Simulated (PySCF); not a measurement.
System: H3LaO3 (La(OH)3).

```json
{"atom": "La", "x (Å)": "0.0000", "y (Å)": "0.0000", "z (Å)": "-0.3761"}
{"atom": "O", "x (Å)": "2.1190", "y (Å)": "0.0000", "z (Å)": "0.0672"}
{"atom": "H", "x (Å)": "3.0188", "y (Å)": "0.0000", "z (Å)": "0.3951"}
{"atom": "O", "x (Å)": "-1.0595", "y (Å)": "1.8351", "z (Å)": "0.0672"}
{"atom": "H", "x (Å)": "-1.5094", "y (Å)": "2.6144", "z (Å)": "0.3951"}
{"atom": "O", "x (Å)": "-1.0595", "y (Å)": "-1.8351", "z (Å)": "0.0672"}
{"atom": "H", "x (Å)": "-1.5094", "y (Å)": "-2.6144", "z (Å)": "0.3951"}
```

Core potentials replace the inner electrons of La.

Theory: PySCF, RKS PBE0, La lcecp-1-SVP with ECP46, O def2-SVP, H def2-SVP; non-relativistic Hamiltonian with scalar-relativistic core potentials where named; density fitting.

**What can the converged electron density and electron localisation function tell about the bonding?**

La–O (2.16 Å): ρ at the midpoint is about 0.66 e/Å³, with its minimum of 0.58 e/Å³ about 1.2 Å from La; the ELF is about 0.25 at the midpoint (an ionic contact with no shared pair).
O–H (0.96 Å): the density is about 3.7 e/Å³ at the midpoint; the ELF climbs to about 1 towards the hydrogen, as it does in any bond to H: a covalent bond by its length.

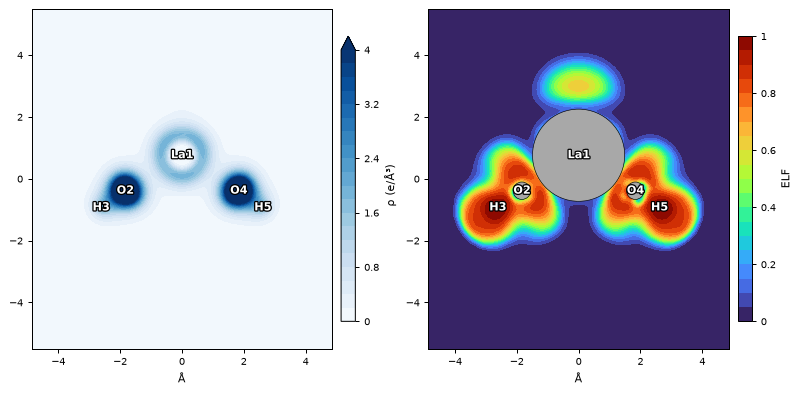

Computed electron density and electron localisation function on the plane of atoms O2, La1 and O4, in this order. Grey discs cover the atomic cores in the ELF map. 
